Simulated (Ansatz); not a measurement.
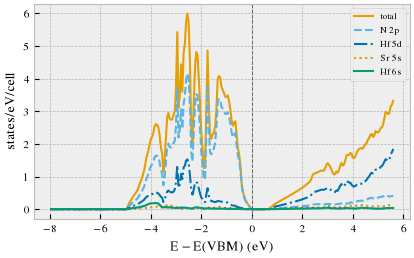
Figure. Total and projected density of states of SrHfN2 in space group R-3m (No. 166; Sr on 3a, Hf on 3b, N on 6c), DFT-r²SCAN in the program Ansatz with PAW potentials

Task: Which orbitals carry the states next to the gap?

Result: Top 1 eV of the valence band: N 2p 87 %. Bottom 1 eV of the conduction band: Hf 5d 46 %, N 2p 13 %, Sr 5s 9 %, outside the projected shells 29 %. Projections are on Löwdin-orthogonalised atomic valence shells; empty p or d shells of many metals are not among them.

Task: Where is the tallest occupied peak in this window, and what makes it?

Result: Near -2.5 eV, about 6.0 states/eV per cell; the largest projected share is N 2p.

The workflow started from a Materials Project entry (that database holds measured and hypothetical structures alike); the Crystallography Open Database copy checked does not list it. Its standing as an ambient phase is unchecked. The cell was relaxed with r²SCAN under the symmetry of its start; its stability against distortions is not shown here. The run is not spin-polarised. Spin–orbit coupling is left out wherever it is not named.

Potentials: the later of the program's two PAW sets.
